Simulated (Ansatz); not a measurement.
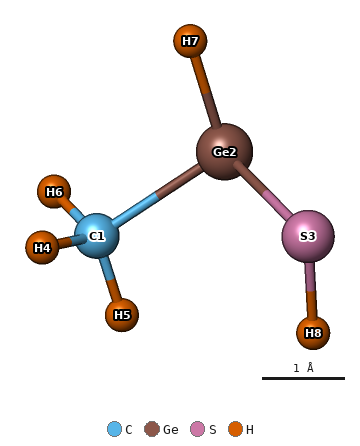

The structure as given in the input (ball-and-stick view, seen at a tilt; atoms are numbered from 1 in the order of the input). Sticks mark near contacts. Bond lengths as drawn: C–Ge 1.97 Å, C–H 1.09 Å, Ge–H 1.55 Å, Ge–S 2.23 Å and H–S 1.34 Å.

# What a change does: single-point calculation on CH5GeS

System: CH5GeS, multiplicity 2.
Method of run 1: UKS B2PLYP (frozen core)/def2-TZVPP (Ansatz 0.2.0).

The geometry comes from this level: PBE0-D4/def2-TZVP. Text and figures count atoms from 1; the logs count them from 0 in places.

### Input file, run 1
```yaml
crystal:
  periodic: [false, false, false]
  atoms:
    - {symbol: C, position_ang: [-0.733304, 0.635152, -0.565766]}
    - {symbol: Ge, position_ang: [0.934594, -0.393299, -0.399911]}
    - {symbol: S, position_ang: [1.033815, -1.391604, 1.591237]}
    - {symbol: H, position_ang: [-0.786310, 1.357766, 0.250973]}
    - {symbol: H, position_ang: [-1.594803, -0.030382, -0.514954]}
    - {symbol: H, position_ang: [-0.745848, 1.162722, -1.520364]}
    - {symbol: H, position_ang: [2.173112, 0.541243, -0.392227]}
    - {symbol: H, position_ang: [-0.189056, -1.938697, 1.495014]}
basis:
  gaussian: {orbitals: def2-TZVPP}
magnetization: {spin_polarized: true, initial_magnetization: 1}
hamiltonian: {xc: {name: B2PLYP}}
```

Hardware: 4 CPU threads, shared host.

### Output (run 1)
```
Functional definition: B2PLYP
  parameter a = 0.53
  parameter c = 0.27
  exchange = (1 - a)*b88_x + a*exact_x
  correlation = (1 - c)*lyp_c + c*(mp2_os + mp2_ss)
1122 factors; integrals over basis functions are off by at most 9.6e-4 eV
mean field evaluation 1: about -68448.8842 eV, gradient 2.9e1 eV
mean field evaluation 2: about -68448.9578 eV, gradient 2.9e1 eV
mean field evaluation 4: about -68452.7873 eV, gradient 2.2e0 eV
mean field evaluation 8: about -68452.8212 eV, gradient 2.0e-1 eV
mean field evaluation 16: about -68452.8221 eV, gradient 2.5e-3 eV
mean field -68452.82213570 eV, -2515.5948144975 hartree, gradient 9.5e-6 eV, S^2 0.754381; 0 other end points of the search recorded, 0 dependent functions left out
15 core orbitals not correlated: weight in the atoms' cores, before any rotation towards them, 1.000 or more for the frozen orbitals, at most 0.000 for the correlated occupied ones
reference -68452.82229266 eV, -2515.5948202658 hartree; 15, 14 occupied and 161, 162 virtual orbitals, 1122 factors
second order -19.89247868 eV of doubles, -0.00000000 eV of singles
Total energy: -68458.19326190 eV, -2515.7921997450 hartree
```

Run 2 used a changed input.

### The two runs side by side

| quantity | run 1 | run 2 |
| --- | --- | --- |
| outcome | converged | converged |
| total energy (hartree) | −2515.792200 | −2515.459187 |
| ⟨S²⟩ | 0.754 | 0.755 |
| basis functions | 191 | 191 |
| wall time (shared host) | 11 s | 8 s |

Which change of the input explains these differences?

The change (lines with − go, lines with + come):
```diff
-hamiltonian: {xc: {name: B2PLYP}}
+hamiltonian: {xc: {name: PBE-QIDH}}
```

The total energies belong to different methods, so their difference says nothing on which is more stable or more accurate. The functional changes from B2PLYP to PBE-QIDH.

### Output (run 2)
```
Functional definition: PBE-QIDH
  parameter a = 3^(-1/3)
  parameter c = 1/3
  exchange = (1 - a)*pbe_x + a*exact_x
  correlation = (1 - c)*pbe_c + c*(mp2_os + mp2_ss)
1122 factors; integrals over basis functions are off by at most 9.6e-4 eV
mean field evaluation 1: about -68440.1601 eV, gradient 2.3e1 eV
mean field evaluation 2: about -68440.1618 eV, gradient 2.3e1 eV
mean field evaluation 4: about -68442.9580 eV, gradient 2.1e0 eV
mean field evaluation 8: about -68443.0002 eV, gradient 1.1e-1 eV
mean field evaluation 16: about -68443.0006 eV, gradient 3.6e-4 eV
mean field -68443.00056211 eV, -2515.2338783254 hartree, gradient 5.9e-6 eV, S^2 0.755166; 0 other end points of the search recorded, 0 dependent functions left out
15 core orbitals not correlated: weight in the atoms' cores, before any rotation towards them, 1.000 or more for the frozen orbitals, at most 0.000 for the correlated occupied ones
reference -68443.00057326 eV, -2515.2338787351 hartree; 15, 14 occupied and 161, 162 virtual orbitals, 1122 factors
second order -18.39287100 eV of doubles, -0.00000000 eV of singles
Total energy: -68449.13153026 eV, -2515.4591872491 hartree
```
